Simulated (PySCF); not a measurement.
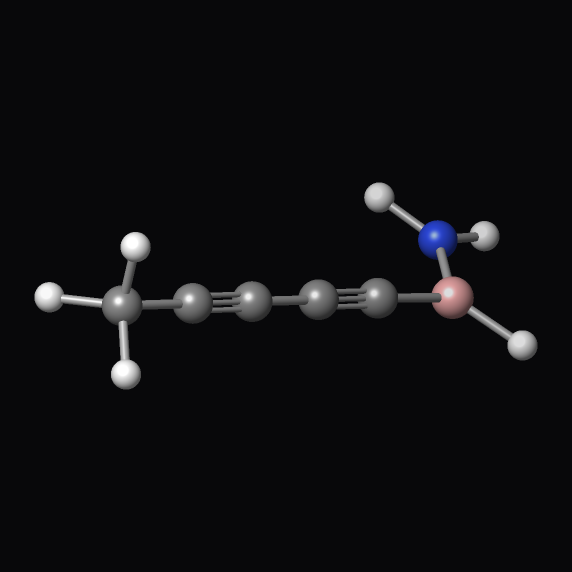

The picture shows a molecular structure as a ball-and-stick model. Double and triple bonds are drawn as two and three sticks. Colours: carbon grey, boron pink, nitrogen blue, hydrogen white.

The geometry was computed by an optimisation with GFN2-xTB. No frequency run is at hand to confirm it as a minimum.

Question: What is the molecular formula?

Answer: C5H6BN, 13 atoms: 5 carbon, 6 hydrogen, 1 boron and 1 nitrogen.

Question: Name functional groups in it.

Answer: Among them: alkyne, B–H bond.

Question: Count the bonded pairs by element.

Answer: 4 C–C, 3 C–H, 2 N–H, 1 C–B, 1 B–N, 1 B–H.

Question: Does it have rings?

Answer: It has no ring.

Question: Write the SMILES.

Answer: CC#CC#CBN

The parts below concern this one geometry. Atoms keep their numbers from picture to picture.

**Geometry**

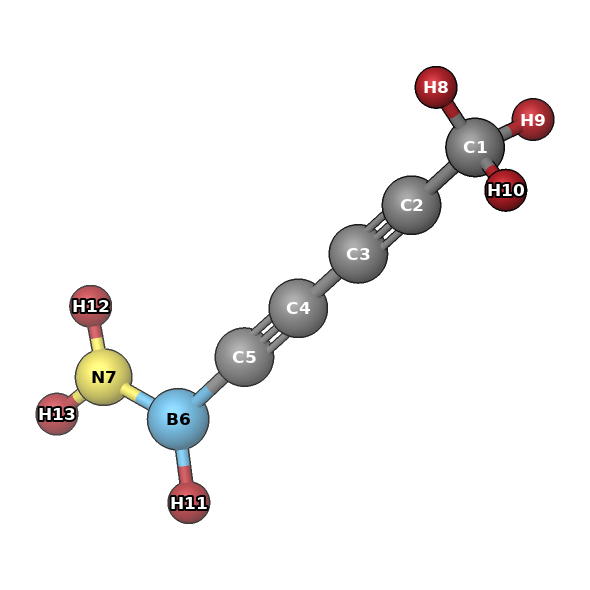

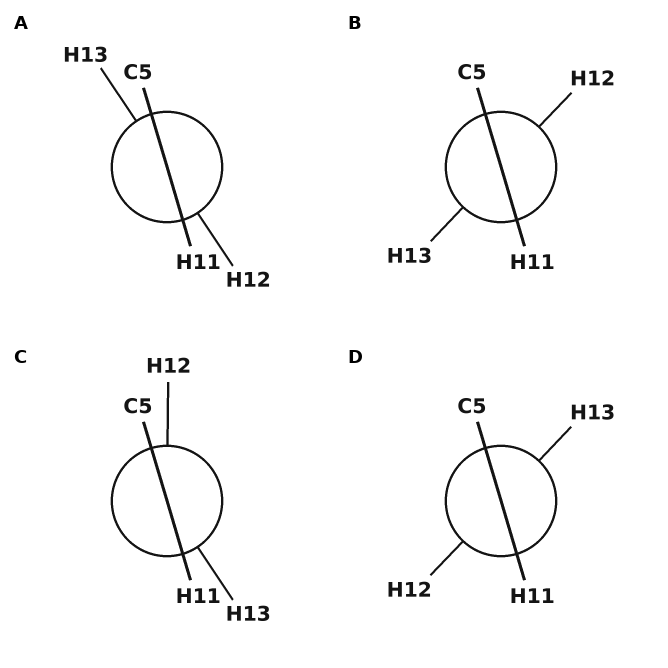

Depth is shown by fading: the farther an atom, the more it takes the colour of the background. Bonds that would overlap in a projection are set slightly apart. No frequency run is at hand to confirm it as a minimum.

Question: Which Newman projection shows the view along B6–N7, with B6 in front?

Answer: C. The torsion angle C5–B6–N7–H12 is 0°, synperiplanar (eclipsed).

**Excitation**

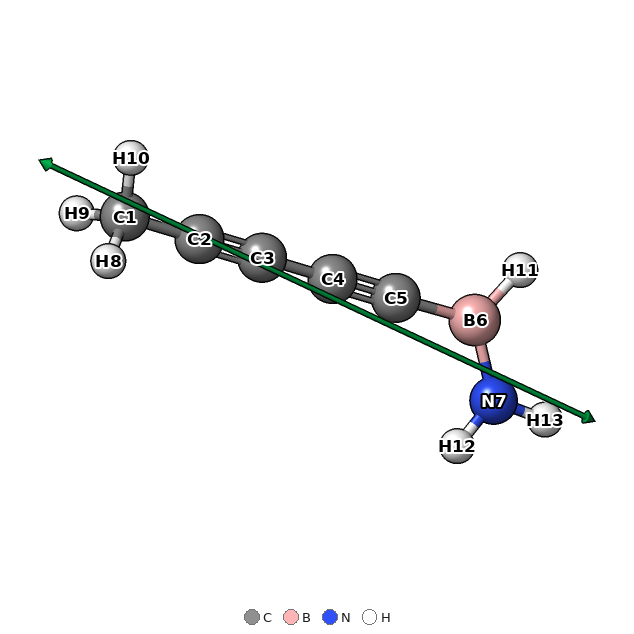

The double arrow shows the direction of the transition dipole to excited singlet state 4 (its length means nothing). No frequency run is at hand to confirm it as a minimum. Method: TDDFT PBE0/def2-SVPD, vertical, gas phase, core orbitals frozen in the response (PySCF 2.14.0).

Question: How is the transition polarised?

Answer: Nearly parallel to the C3–C4 bond.

Question: Give its energy, strength and character.

Answer: 6.41 eV (193 nm), oscillator strength 0.68, mainly HOMO → LUMO+2 (weight 0.54); transition dipole 5.28 D.

**Polarisability**

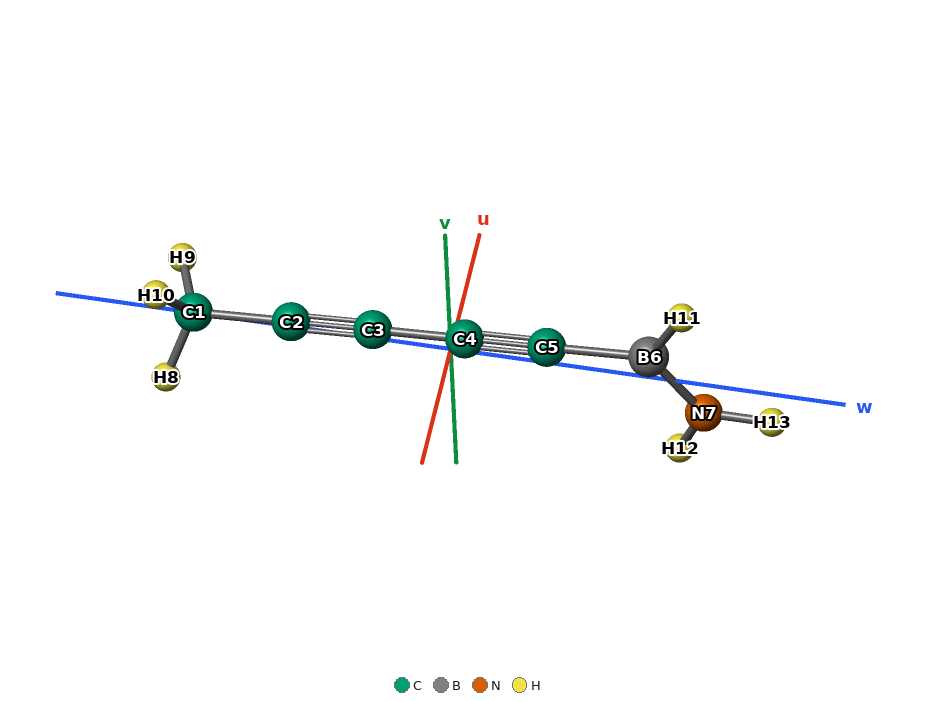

The lines u, v and w are the principal axes of the static dipole polarisability. No frequency run is at hand to confirm it as a minimum. Level of theory: PBE0/def2-SVPD (PySCF 2.14.0).

Question: Along which axis is the molecule most polarisable, and along which least?

Answer: Most along w (nearly parallel to the C3–C4 bond), least along u.

Question: Give the three principal values.

Answer: u 52.0, v 60.6, w 175.5 bohr³; mean 96.0, anisotropy 119.4 bohr³.

**Core levels**

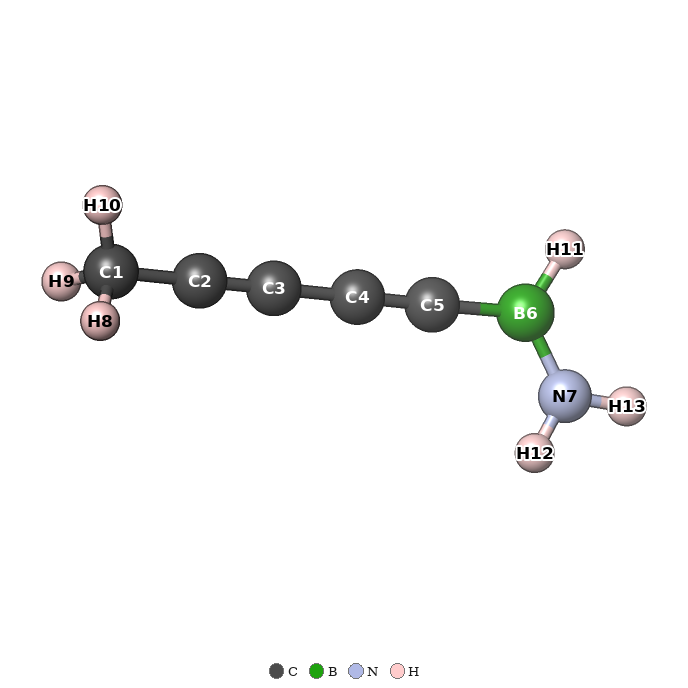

No frequency run is at hand to confirm it as a minimum. Properties computed with delta-SCF UKS SCAN, pcX-2 on the ionised atom, pcseg-1 elsewhere, spin-free X2C (PySCF 2.14.0).

Give the core-electron binding energies (to vacuum) of C1 1s, C2 1s, C3 1s, C4 1s, C5 1s, B6 1s, N7 1s.

```csv
atom,level,binding energy (eV)
C1,1s,291.6
C2,1s,290.1
C3,1s,290.4
C4,1s,290.4
C5,1s,289.3
B6,1s,195.3
N7,1s,405.0
```

The geometry is semi-empirical. Around B such bond lengths and angles can be off by a tenth of an ångström or more and by several degrees, and values that hang on the shape move with them.
